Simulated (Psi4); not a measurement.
# SiH3O2 (SMILES O[SiH]O) at UHF/3-21G

What is the energy change on altering one bond length of SiH3O2 at UHF/3-21G? 

The calculation is run with Psi4 1.11.

1 further run of the same task is left out (set aside as unsound or not needed).

### 1 Starting point

The species is SiH3O2 (6 atoms), meant as a doublet with charge 0. As SMILES, `O[SiH]O`. The coordinates come from a PBE0-D4/def2-TZVP relaxation. This is one conformer, not always the lowest.

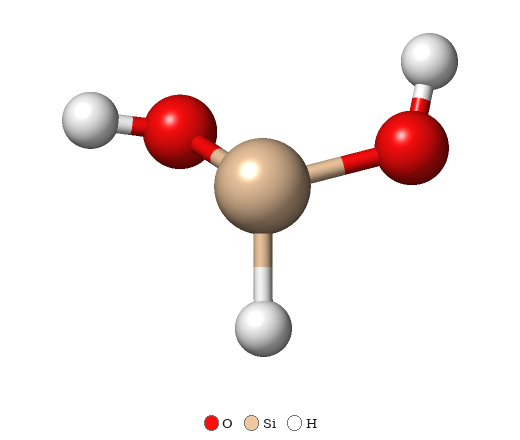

The structure, seen from a chosen angle (oxygen red, silicon light orange, hydrogen white).

### 2 A single-point energy at UHF/3-21G

input.dat reads:

```
memory 1.6 GB

molecule molecule1 {
  0 2
  O
  Si 1 R2
  O 2 R3 1 A3
  H 1 R4 2 A4 3 D4
  H 2 R5 3 A5 1 D5
  H 3 R6 2 A6 5 D6

  R2 = 1.65214
  R3 = 1.640607
  A3 = 107.54168
  R4 = 0.958474
  A4 = 117.10386
  D4 = -159.04364
  R5 = 1.496266
  A5 = 104.15155
  D5 = 119.06133
  R6 = 0.959144
  A6 = 117.23095
  D6 = 167.64483
  units angstrom
  symmetry c1
}

set globals {
  reference     uhf
  puream        true
  e_convergence 1e-09
  d_convergence 1e-08
  scf_type      pk
  maxiter       200
}

energy_value, wavefunction = energy('scf/3-21G', return_wfn=True)
oeprop(wavefunction, 'DIPOLE', 'WIBERG_LOWDIN_INDICES', 'LOWDIN_CHARGES', title='SCF')
```

Command:

```sh
$ psi4 -i input.dat -o output.dat -n 1
```

output.dat:

```text
[...]
  Running in c1 symmetry.
[...]
  Nuclear repulsion =  111.609008447001202
[...]
  Multiplicity = 2
[...]
  Nalpha       = 17
  Nbeta        = 16
[...]
    Number of basis functions: 37
[...]
   @UHF iter   1:  -437.95458900173224   -7.95984e-01   1.38414e-02 ADIIS/DIIS
[...]
   @UHF iter  14:  -438.06397221353319   -2.27374e-13   4.42705e-09 DIIS
[...]
   @S^2 Observed:                7.540878245E-01
[...]
    Orbital Energies [Eh]
    ---------------------
    Alpha Occupied:
       1A    -68.354377     2A    -20.448273     3A    -20.441555
       4A     -6.155592     5A     -4.256138     6A     -4.248900
       7A     -4.248368     8A     -1.354455     9A     -1.327094
      10A     -0.765736    11A     -0.680832    12A     -0.600928
      13A     -0.569995    14A     -0.528089    15A     -0.508616
      16A     -0.485685    17A     -0.316230
    Alpha Virtual:
      18A      0.175589    19A      0.207395    20A      0.275157
      21A      0.323305    22A      0.349662    23A      0.445658
      24A      0.476011    25A      0.622749    26A      0.641892
[...]
  @UHF Final Energy:  -438.06397221353319
   => Energetics <=
    Nuclear Repulsion Energy =            111.6090084470012016
    One-Electron Energy =                -829.3239671904516399
    Two-Electron Energy =                 279.6509865299172475
    Total Energy =                       -438.0639722135331908
  UHF NO Occupations:
  HONO-2 :   15  A 1.9993797
  HONO-1 :   16  A 1.9992141
[...]
 Multipole Moments:
 ------------------------------------------------------------------------------------
     Multipole            Electronic (a.u.)      Nuclear  (a.u.)        Total (a.u.)
 ------------------------------------------------------------------------------------
 L = 1.  Multiply by 2.5417464519 to convert [e a0] to [Debye]
 Dipole X            :          1.2357555           -0.2885283            0.9472272
 Dipole Y            :          0.2983622            0.4131409            0.7115031
 Dipole Z            :          0.1306149           -0.4525020           -0.3218871
 Magnitude           :                                                    1.2276349
[...]
```

It took 2.3 s on 1 thread of Intel Xeon Platinum 8259CL at 2.50GHz (Skylake/Cascade Lake), shared host; peak memory 0.18 GiB.

### 3 The distorted shape: energy and gradient at UHF/3-21G

calc.py reads:

```python
import psi4

psi4.set_memory('1600 MB')
psi4.set_num_threads(1)
psi4.core.set_output_file('output.dat', False)

mol = psi4.geometry("""
0 2
O
Si 1 1.65214
O 2 1.8867 1 107.54168
H 1 0.958474 2 117.10386 3 -159.04363
H 2 1.496266 1 112.04986 4 87.08541
H 3 0.959144 2 117.23096 5 167.64483
units angstrom
symmetry c1
""")

psi4.set_options({
    'basis': '3-21G',
    'reference': 'uhf',
    'puream': True,
    'e_convergence': 1e-09,
    'd_convergence': 1e-08,
    'scf_type': 'pk',
    'maxiter': 200,
})

energy_value, wavefunction = psi4.gradient('hf', molecule=mol, return_wfn=True)
psi4.oeprop(wavefunction, 'MAYER_INDICES', 'LOWDIN_CHARGES', 'MULLIKEN_CHARGES')
print('gradient / Eh bohr^-1')
print(energy_value.np.round(6))
print(f'energy = {wavefunction.energy():.10f} Eh')
```

Command:

```sh
$ python calc.py
```

output.dat:

```text
[...]
  Running in c1 symmetry.
[...]
  Nuclear repulsion =  105.365936312882368
[...]
  Multiplicity = 2
[...]
  Nalpha       = 17
  Nbeta        = 16
[...]
    Number of basis functions: 37
[...]
   @UHF iter   1:  -437.92257415586687   -1.01648e+00   1.43084e-02 DIIS/ADIIS
[...]
   @UHF iter  15:  -438.04475356604667   -7.38964e-13   5.24571e-09 DIIS
[...]
   @S^2 Observed:                7.554647747E-01
[...]
  @UHF Final Energy:  -438.04475356604667
   => Energetics <=
    Nuclear Repulsion Energy =            105.3659363128823685
    One-Electron Energy =                -817.0135064221178709
    Two-Electron Energy =                 273.6028165431888510
    Total Energy =                       -438.0447535660466656
  UHF NO Occupations:
  HONO-2 :   15  A 1.9991959
  HONO-1 :   16  A 1.9987521
[...]
 Multipole Moments:
 ------------------------------------------------------------------------------------
     Multipole            Electronic (a.u.)      Nuclear  (a.u.)        Total (a.u.)
 ------------------------------------------------------------------------------------
 L = 1.  Multiply by 2.5417464519 to convert [e a0] to [Debye]
 Dipole X            :          1.1725937           -0.2885281            0.8840656
 Dipole Y            :          0.6877369            0.3721590            1.0598960
 Dipole Z            :          0.0375809           -0.4395476           -0.4019667
 Magnitude           :                                                    1.4375426
[...]
  -Total Gradient:
     Atom            X                  Y                   Z
    ------   -----------------  -----------------  -----------------
       1       -0.003121248082    -0.004120470575     0.011918104179
       2        0.008695565447     0.087201399928    -0.047841477569
       3        0.006773869668    -0.086954655450     0.019711122581
       4       -0.001277044520    -0.001137254218     0.011915522518
       5       -0.004499369783     0.001518221800    -0.000887732627
       6       -0.006571772729     0.003492758517     0.005184460918
[...]
  Mulliken Charges: (a.u.)
   Center  Symbol    Alpha    Beta     Spin     Total
       1     O     4.47223  4.39474  0.07749 -0.86696
       2    SI     6.80899  6.07225  0.73673  1.11876
       3     O     4.44968  4.36460  0.08508 -0.81428
       4     H     0.28726  0.29880 -0.01153  0.41394
       5     H     0.67597  0.55524  0.12073 -0.23121
       6     H     0.30587  0.31437 -0.00850  0.37976
   Total alpha = 17.00000, Total beta = 16.00000, Total charge =  0.00000
  Lowdin Charges: (a.u.)
   Center  Symbol    Alpha    Beta     Spin     Total
[...]
```

On the terminal:

```text
gradient / Eh bohr^-1
[[-0.003121 -0.00412   0.011918]
 [ 0.008696  0.087201 -0.047841]
 [ 0.006774 -0.086955  0.019711]
 [-0.001277 -0.001137  0.011916]
 [-0.004499  0.001518 -0.000888]
 [-0.006572  0.003493  0.005184]]
energy = -438.0447535660 Eh
```

It took 2.8 s on 1 thread of Intel Xeon Platinum 8259CL at 2.50GHz (Skylake/Cascade Lake), shared host; peak memory 0.18 GiB.

### 4 Results

At UHF/3-21G:

| quantity | value |
| --- | --- |
| first shape: total energy | -438.06397 Eh |
| first shape: dipole moment | 3.12 D |
| first shape: HOMO energy (highest over α and β) | -8.61 eV |
| first shape: LUMO energy (lowest over α and β) | 1.56 eV |
| first shape: ⟨S²⟩ | 0.754 |
| distorted shape: total energy | -438.04475 Eh |
| distorted shape: dipole moment | 3.65 D |
| distorted shape: HOMO energy (highest over α and β) | -9.05 eV |
| distorted shape: LUMO energy (lowest over α and β) | 1.09 eV |
| distorted shape: ⟨S²⟩ | 0.755 |
| distorted shape: largest force on an atom | 5.134 eV/Å |
| energy change with the Si2–O3 bond stretched from 1.641 to 1.887 Å | 0.523 eV |

In words: With the Si2–O3 bond stretched from 1.641 to 1.887 Å the energy rises by 0.52 eV (50.5 kJ/mol). The first shape isn't relaxed at this level, so the change isn't measured from a minimum. Mulliken charges (distorted shape) run from -0.87 on O1 to +1.12 on Si2; they depend strongly on the basis.
